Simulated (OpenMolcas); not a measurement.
## Excited-state calculation, with input and output: SiH₄O (part 2 of 2)

SiH₄O, SMILES O[SiH3]; MC-PDFT (tLSDA)/ANO-RCC-VDZP, DKH2 (OpenMolcas 26.06). The geometry comes from this level: PBE0-D4/def2-TZVP.

Geometry of the input (Å):
```
O  0.6367  -1.0303  0.4190
Si -0.0357  0.3465  -0.1870
H  0.0691  -1.6292  0.9047
H  -1.1283  0.0457  -1.1528
H  1.0605  1.0649  -0.8756
H  -0.6023  1.2024  0.8917
```

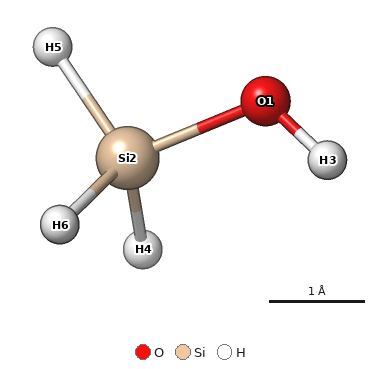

*The structure as given in the input (ball-and-stick view, seen at a tilt; atoms are numbered from 1 in the order of the input).*

Output, continued:
```
          9   -0.6805    2.0000
                 2 O1     2s     (-0.3440)   4 O1     2px    (-0.6416)   6 O1     2py    ( 0.1403)   8 O1     2pz    ( 0.2379)
                17 SI2    3s     ( 0.2138)  26 SI2    3pz    ( 0.1070)  33 H3     1s     ( 0.2161)  43 H5     1s     ( 0.1390)
                48 H6     1s     ( 0.2576)
         10   -0.6102    2.0000
                 4 O1     2px    ( 0.4543)   6 O1     2py    (-0.3453)   8 O1     2pz    ( 0.1214)  17 SI2    3s     ( 0.2748)
                23 SI2    3py    ( 0.3120)  43 H5     1s     ( 0.3106)  48 H6     1s     ( 0.2640)
         11   -0.5040    2.0000
                 4 O1     2px    (-0.2230)  20 SI2    3px    ( 0.3101)  26 SI2    3pz    (-0.3223)  43 H5     1s     ( 0.4456)
                48 H6     1s     (-0.4115)
         12   -0.5678    1.9807
                 6 O1     2py    ( 0.1580)   8 O1     2pz    ( 0.2039)  17 SI2    3s     (-0.2370)  20 SI2    3px    ( 0.2898)
                23 SI2    3py    ( 0.1275)  26 SI2    3pz    ( 0.2365)  38 H4     1s     (-0.5435)
         13   -0.4437    1.4979
                 4 O1     2px    (-0.2648)   6 O1     2py    (-0.4042)   8 O1     2pz    (-0.7682)  26 SI2    3pz    ( 0.1241)
                38 H4     1s     (-0.2195)  48 H6     1s     ( 0.1568)
         14    0.0403    0.5003
                 2 O1     2s     (-0.7176)   3 O1     3s     (-0.1726)   4 O1     2px    ( 0.2845)   6 O1     2py    ( 0.2084)
                 7 O1     3py    ( 0.1434)   8 O1     2pz    (-0.1962)  17 SI2    3s     (-0.1675)  23 SI2    3py    (-0.3210)
                26 SI2    3pz    ( 0.1873)  33 H3     1s     ( 1.0402)  34 H3     2s     ( 0.7171)
         15    0.5124    0.0211
                 4 O1     2px    (-0.1644)   8 O1     2pz    (-0.2484)  16 SI2    2s     (-0.1686)  17 SI2    3s     (-0.9591)
                20 SI2    3px    ( 0.6799)  23 SI2    3py    ( 0.3233)  26 SI2    3pz    ( 0.6354)  29 SI2    3d1-   (-0.1186)
                31 SI2    3d1+   (-0.1496)  33 H3     1s     ( 0.1336)  38 H4     1s     ( 1.2883)  39 H4     2s     (-0.1438)
                43 H5     1s     ( 0.1313)  48 H6     1s     ( 0.1015)
         16    0.1144    0.0000
                 2 O1     2s     (-0.1995)   6 O1     2py    (-0.2364)   7 O1     3py    (-0.1137)  16 SI2    2s     ( 0.4562)
                17 SI2    3s     ( 1.9881)  18 SI2    4s     ( 0.7605)  20 SI2    3px    ( 0.2661)  21 SI2    4px    ( 0.1048)
                23 SI2    3py    ( 0.2485)  26 SI2    3pz    ( 0.3525)  27 SI2    4pz    ( 0.1494)  32 SI2    3d2+   ( 0.1023)
                38 H4     1s     (-0.2304)  39 H4     2s     (-0.3564)  43 H5     1s     (-0.7964)  44 H5     2s     (-0.6992)
                48 H6     1s     (-0.9345)  49 H6     2s     (-0.7893)
--

      Von Neumann Entropy (Root   1) =  0.07381

      Mulliken population analysis for root number:  1
      -----------------------------------------------

++    Molecular charges:
      ------------------

      Mulliken charges per centre and basis function type
      ---------------------------------------------------

                O1      SI2     H3      H4      H5      H6
      1s       2.0001  2.0000  0.7438  1.1002  1.0750  1.0742
      2s       1.7159  1.9949  0.0251  0.0081  0.0067  0.0068
      2px      1.6829  1.9995  0.0394  0.0111  0.0119  0.0050
      2pz      1.7092  1.9995  0.0374  0.0090  0.0062  0.0111
      2py      1.5130  1.9999  0.0388  0.0016  0.0048  0.0069
      3s      -0.0087  0.8313  0.0000  0.0000  0.0000  0.0000
      3px     -0.0115  0.7204  0.0000  0.0000  0.0000  0.0000
      3pz     -0.0066  0.7046  0.0000  0.0000  0.0000  0.0000
      3py     -0.0114  0.4650  0.0000  0.0000  0.0000  0.0000
      4s       0.0000  0.0009  0.0000  0.0000  0.0000  0.0000
      3d2+     0.0026  0.0683  0.0000  0.0000  0.0000  0.0000
      3d1+     0.0043  0.1327  0.0000  0.0000  0.0000  0.0000
      3d0      0.0015  0.0332  0.0000  0.0000  0.0000  0.0000
      3d1-     0.0022  0.1117  0.0000  0.0000  0.0000  0.0000
      3d2-     0.0061  0.0979  0.0000  0.0000  0.0000  0.0000
      4px      0.0000 -0.0026  0.0000  0.0000  0.0000  0.0000
      4pz      0.0000 -0.0016  0.0000  0.0000  0.0000  0.0000
      4py      0.0000  0.0214  0.0000  0.0000  0.0000  0.0000
      Total    8.5998 13.1771  0.8845  1.1300  1.1046  1.1040

      N-E     -0.5998  0.8229  0.1155 -0.1300 -0.1046 -0.1040

      Total electronic charge=   26.000000

      Total            charge=   -0.000000
--

      Expectation values of various properties for root number:  1
      -----------------------------------------------------------

++    Molecular properties:
      ---------------------

      Charge (e):
                      =   -0.0000
      Dipole Moment (debye):
      Origin of the operator (angstrom)=    0.1787   -0.1270    0.0258
                   X= -1.7774E+00               Y=  2.6985E-02               Z=  5.7794E-01           Total=  1.8692E+00
      Quadrupole Moment (debye*angstrom):
      Origin of the operator (angstrom)=    0.1787   -0.1270    0.0258
                  XX= -2.1932E+01              XY=  2.0698E+00              XZ= -1.2430E+00              YY= -1.8726E+01
                  YZ= -2.0553E+00              ZZ= -2.0136E+01
      In traceless form (debye*angstrom)
                  XX= -2.5005E+00              XY=  3.1048E+00              XZ= -1.8645E+00              YY=  2.3079E+00
                  YZ= -3.0830E+00              ZZ=  1.9259E-01
--

      LoProp population analysis for root number:  1
      -----------------------------------------------

++    LoProp analysis:
      ----------------

++    Static properties:
      ------------------

      LoProp Charges per center

                   O1       SI2      H3       H4       H5       H6
      Nuclear      8.0000  14.0000   1.0000   1.0000   1.0000   1.0000
      Electronic  -8.8936 -13.1056  -0.5923  -1.1542  -1.1226  -1.1318

      Total       -0.8936   0.8944   0.4077  -0.1542  -0.1226  -0.1318
--

      Natural Bond Order analysis for root number:  1

++    Natural Bond Order analysis
      ---------------------------
      Based on LoProp computed density
      -------------------------------------------------------------------------------------
      Atom A       Atom B       Bond Order
      -------------------------------------------------------------------------------------
      NBO located      0.999 non-bonded electrons on atom O1
      NBO located      1.002 non-bonded electrons on atom SI2
      NBO located      0.998 non-bonded electrons on atom SI2
      NBO located      1.000 non-bonded electrons on atom SI2
      NBO located      1.000 non-bonded electrons on atom SI2
      NBO located      0.999 non-bonded electrons on atom SI2
      The remaining    8.800 electrons are to be considered as diffuse
--

--

      Von Neumann Entropy (Root   2) =  1.09123

      Mulliken population analysis for root number:  2
      -----------------------------------------------

++    Molecular charges:
      ------------------

      Mulliken charges per centre and basis function type
      ---------------------------------------------------

                O1      SI2     H3      H4      H5      H6
      1s       2.0001  2.0000  1.1949  0.9895  1.0766  1.0452
      2s       1.7308  1.9947  0.4755  0.0032  0.0188  0.0003
      2px      1.6397  1.9995  0.0385  0.0113  0.0135  0.0052
      2pz      1.1350  1.9995  0.0273  0.0094  0.0063  0.0132
      2py      1.3512  1.9999  0.0359  0.0054  0.0060  0.0089
      3s      -0.1066  0.8208  0.0000  0.0000  0.0000  0.0000
      3px     -0.0247  0.7318  0.0000  0.0000  0.0000  0.0000
      3pz     -0.0231  0.7476  0.0000  0.0000  0.0000  0.0000
      3py     -0.0426  0.5998  0.0000  0.0000  0.0000  0.0000
      4s       0.0000 -0.0193  0.0000  0.0000  0.0000  0.0000
      3d2+     0.0025  0.0587  0.0000  0.0000  0.0000  0.0000
      3d1+     0.0037  0.1117  0.0000  0.0000  0.0000  0.0000
      3d0      0.0015  0.0270  0.0000  0.0000  0.0000  0.0000
      3d1-     0.0020  0.1034  0.0000  0.0000  0.0000  0.0000
      3d2-     0.0060  0.1110  0.0000  0.0000  0.0000  0.0000
      4px      0.0000 -0.0025  0.0000  0.0000  0.0000  0.0000
      4pz      0.0000  0.0099  0.0000  0.0000  0.0000  0.0000
      4py      0.0000  0.0463  0.0000  0.0000  0.0000  0.0000
      Total    7.6754 13.3398  1.7720  1.0189  1.1212  1.0727

      N-E      0.3246  0.6602 -0.7720 -0.0189 -0.1212 -0.0727

      Total electronic charge=   26.000000

      Total            charge=   -0.000000
--

      Expectation values of various properties for root number:  2
      -----------------------------------------------------------

++    Molecular properties:
      ---------------------

      Charge (e):
                      =   -0.0000
      Dipole Moment (debye):
      Origin of the operator (angstrom)=    0.1787   -0.1270    0.0258
                   X=  2.5352E-01               Y=  2.5678E+00               Z= -1.8388E+00           Total=  3.1685E+00
      Quadrupole Moment (debye*angstrom):
      Origin of the operator (angstrom)=    0.1787   -0.1270    0.0258
                  XX= -2.6612E+01              XY= -1.1929E+00              XZ=  1.4782E+00              YY= -3.0627E+01
                  YZ=  3.0275E+00              ZZ= -2.7230E+01
      In traceless form (debye*angstrom)
                  XX=  2.3169E+00              XY= -1.7893E+00              XZ=  2.2173E+00              YY= -3.7063E+00
                  YZ=  4.5412E+00              ZZ=  1.3895E+00
--

      LoProp population analysis for root number:  2
      -----------------------------------------------

++    LoProp analysis:
      ----------------

++    Static properties:
      ------------------

      LoProp Charges per center

                   O1       SI2      H3       H4       H5       H6
      Nuclear      8.0000  14.0000   1.0000   1.0000   1.0000   1.0000
      Electronic  -8.2042 -13.4431  -1.0721  -1.0471  -1.1361  -1.0972

      Total       -0.2042   0.5569  -0.0721  -0.0471  -0.1361  -0.0972
--

      Natural Bond Order analysis for root number:  2

++    Natural Bond Order analysis
      ---------------------------
      Based on LoProp computed density
      -------------------------------------------------------------------------------------
      Atom A       Atom B       Bond Order
      -------------------------------------------------------------------------------------
      NBO located      0.995 non-bonded electrons on atom O1
      NBO located      0.998 non-bonded electrons on atom SI2
      NBO located      0.999 non-bonded electrons on atom SI2
      NBO located      0.999 non-bonded electrons on atom SI2
      NBO located      0.999 non-bonded electrons on atom SI2
      NBO located      1.000 non-bonded electrons on atom SI2
      The remaining    7.978 electrons are to be considered as diffuse
--

--

      Average orbitals are written to the RASORB file
      Natural orbitals for root   1 are written to the RASORB.1 file
      Natural orbitals for root   2 are written to the RASORB.2 file
      Spin density orbitals for root   1 are written to the SPDORB.1 file
      Spin density orbitals for root   2 are written to the SPDORB.2 file

--- Stop Module: rasscf /rc=_RC_ALL_IS_WELL_ ---
           step10.SpdOrb.1 step10.SpdOrb.2 xmldump
--- Module rasscf spent 3 seconds ---

--- Start Module: mcpdft ---

                                              &MCPDFT

                       available to each process: 1.9 GB of memory, 1 thread

 ###############################################################################
 ###    WARNING: Deprecation warning: KSDF should be replaced                ###
 ###    with FUNC keyword                                                    ###
 ###############################################################################

++    Wave function specifications:
      -----------------------------

      Number of closed shell electrons          22
      Number of electrons in active shells       4
      Max number of holes in RAS1 space          0
      Max nr of electrons in RAS3 space          0
      Number of inactive orbitals               11
      Number of active orbitals                  4
      Number of secondary orbitals              37
      Spin quantum number                      0.0
      State symmetry                             1
      Number of CSFs                            20
      Number of RASSCF root(s) available         2
--

++    Orbital specifications:
      -----------------------

      Symmetry species                           1
                                                 a
      Frozen orbitals                            0
      Inactive orbitals                         11
      Active orbitals                            4
      RAS1 orbitals                              0
      RAS2 orbitals                              4
      RAS3 orbitals                              0
      Secondary orbitals                        37
      Deleted orbitals                           0
      Number of basis functions                 52
--

++    MCPDFT specifications:
      ----------------------

      Cholesky decomposition                     Off
      Type of calculation                        MC-PDFT
      On-Top Functional                          T:LSDA
      Exchange scaling factor                    1.00
      Correlation scaling factor                 1.00
      Wave function energy weight                0.00
--

      Numerical integration parameters
      --------------------------------
      Radial quadrature type:                         MHL
      Size of radial grid:                            99
      Lebedev angular grid:                           41
      Angular grid pruned with the crowding factor:  1.00E+10
                                 and fading factor:  1.00E+01
      Screening threshold for integral computation:   1.00E-11
      Radial quadrature accuracy:                     1.00E-25
      Maximum batch size:                             128
      AO values are stored on disk

++    DFT functional specifications:
      ------------------------------
      Using Libxc version: 6.2.2
      Please cite the following reference:
      S. Lehtola, C. Steigemann, M. J.T. Oliveira, and M. A.L. Marques.,  SoftwareX 7, 1–5 (2018) doi:10.1016/j.softx.2017.11.002

      * Slater exchange
        - P. A. M. Dirac.,  Math. Proc. Cambridge Philos. Soc. 26, 376 (1930) doi:10.1017/S0305004100016108
        - F. Bloch.,  Z. Phys. 57, 545 (1929) doi:10.1007/BF01340281
      * Vosko, Wilk & Nusair (VWN5_RPA)
--
   File JOBOLD not found -- use JOBIPH.
      The MO-coefficients are taken from the file:
      JOBIPH
 Reference MC-SCF energies taken from JOBIPH

++    MC-PDFT RESULTS, STATE 0001
      ---------------------------

      MCSCF reference energy                                             -366.85104598

      Integrated total density:                                                 26.000
      Integrated alpha density before functional transformation:                13.000
      Integrated  beta density before functional transformation:                13.000
      Integrated alpha density  after functional transformation:                13.401
      Integrated  beta density  after functional transformation:                12.599
      Integrated alpha tau     before functional transformation:                 0.000
      Integrated  beta tau     before functional transformation:                 0.000
      Integrated alpha tau      after functional transformation:                 0.000
      Integrated  beta tau      after functional transformation:                 0.000
      NOTE:
      Densities after transformation are intermediate quantities
      and should not be interpreted as real spin densities

      Exchange energy scaling factor                                          1.000000
      Correlation energy scaling factor                                       1.000000

      Integrated alpha exchange energy                                      -14.016151
      Integrated beta  exchange energy                                      -13.657827
      Integrated  correlation   energy                                       -2.352602

      Nuclear Repulsion energy                                             64.75489176
      CASSCF contribution energy                                         -336.54887032
      On-top energy                                                       -30.02658055

      Total MCPDFT energy for state   1                                  -366.57545086
--

++    MC-PDFT RESULTS, STATE 0002
      ---------------------------

      MCSCF reference energy                                             -366.57476563

      Integrated total density:                                                 26.000
      Integrated alpha density before functional transformation:                13.000
      Integrated  beta density before functional transformation:                13.000
      Integrated alpha density  after functional transformation:                13.969
      Integrated  beta density  after functional transformation:                12.031
      Integrated alpha tau     before functional transformation:                 0.000
      Integrated  beta tau     before functional transformation:                 0.000
      Integrated alpha tau      after functional transformation:                 0.000
      Integrated  beta tau      after functional transformation:                 0.000
      NOTE:
      Densities after transformation are intermediate quantities
      and should not be interpreted as real spin densities

      Exchange energy scaling factor                                          1.000000
      Correlation energy scaling factor                                       1.000000

      Integrated alpha exchange energy                                      -14.050091
      Integrated beta  exchange energy                                      -13.267401
      Integrated  correlation   energy                                       -2.314069

      Nuclear Repulsion energy                                             64.75489176
      CASSCF contribution energy                                         -336.66774751
      On-top energy                                                       -29.63156164

      Total MCPDFT energy for state   2                                  -366.29930915
--

::    MCPDFT root number  1 Total energy:   -366.57545086
::    MCPDFT root number  2 Total energy:   -366.29930915

--- Stop Module: mcpdft /rc=_RC_ALL_IS_WELL_ ---
--- Module mcpdft spent 3 seconds ---

.##################.
.# Happy landing! #.
.##################.

    Timing: Wall=13.91 User=11.24 System=1.82
```
